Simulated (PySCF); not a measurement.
**CH₄ClFSi: electronic excitations and core binding energies**

Aim: predict the electronic excitations and core binding energies of CH₄ClFSi (`C[Si@@H](F)Cl`).

The runs use PySCF 2.14.0, with density-fitted response routines of our own; the level of theory stands in each step. All values are computed, except where a source is named. Atoms count from 0, in the outputs and in this text.

**1. The starting structure**

8 atoms, charge 0, multiplicity 1; geometry from: GFN2-xTB.

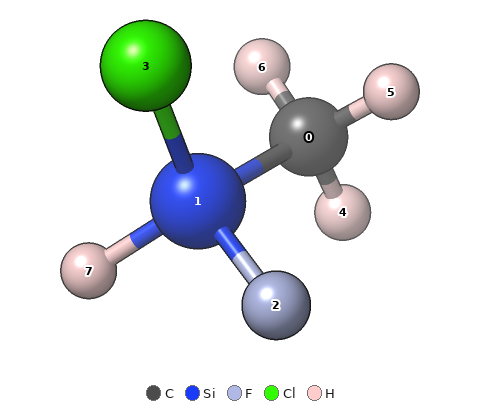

As it starts; carbon dark grey, silicon blue, fluorine light blue, chlorine green, hydrogen pink, atoms numbered.

**2. Excited states and response: wB97X-D/def2-SVPD**

What the job is given:

```
{"job": {"kind": "uv", "xc": "wB97X-D", "basis": "def2-SVPD", "nstates": 8, "ntriplets": 3}, "charge": 0, "multiplicity": 1}
C     -1.027371    -0.030169     0.024223
Si     0.851884     0.104732    -0.116652
F      1.371650     0.927672     1.170177
Cl     1.730345    -1.696031    -0.028380
H     -1.486929     0.953512     0.060900
H     -1.316580    -0.560998     0.929144
H     -1.455997    -0.562947    -0.819479
H      1.342054     0.873641    -1.244498
```

Method: TDDFT wB97X-D/def2-SVPD, vertical, gas phase, core orbitals frozen in the response.

On the command line:

```sh
$ OMP_NUM_THREADS=1 python probes_run.py task.json out
```

This one command runs all jobs of the session in turn.

**Question.** This job is followed by: delta-SCF UKS SCAN, pcX-2 on the ionised atom, pcseg-1 elsewhere, spin-free X2C. What will the session give for the following? lowest singlet (wB97X-D/def2-SVPD); brightest single state of those computed; lowest triplet; C1s binding energies, SCAN/pcX-2; Si1s binding energies, SCAN/pcX-2; Si2p binding energies, SCAN/pcX-2; F1s binding energies, SCAN/pcX-2; Cl1s binding energies, SCAN/pcX-2; Cl2p binding energies, SCAN/pcX-2.

As calculated:

| quantity | value |
| --- | --- |
| lowest singlet (wB97X-D/def2-SVPD) | 8.27 eV (150 nm), f = 0.030 |
| brightest single state of those computed | state 7, 9.69 eV, f = 0.153 |
| lowest triplet | 7.85 eV |
| C1s binding energies, SCAN/pcX-2 | C0 290.85 eV |
| Si1s binding energies, SCAN/pcX-2 | Si1 1848.75 eV |
| Si2p binding energies, SCAN/pcX-2 | Si1 108.88 eV |
| F1s binding energies, SCAN/pcX-2 | F2 692.48 eV |
| Cl1s binding energies, SCAN/pcX-2 | Cl3 2829.07 eV |
| Cl2p binding energies, SCAN/pcX-2 | Cl3 207.05 eV |

What this shows: The first singlet state (HOMO→LUMO+1 0.75, HOMO→LUMO 0.19) lies at 8.27 eV and is weak; of the 8 states computed, the strongest absorption comes from state 7 at 9.69 eV (the last state computed is bright too, and its partners may lie past the list). The lowest triplet lies 0.42 eV below the lowest singlet (triplets in Tamm-Dancoff, singlets in full TDDFT).
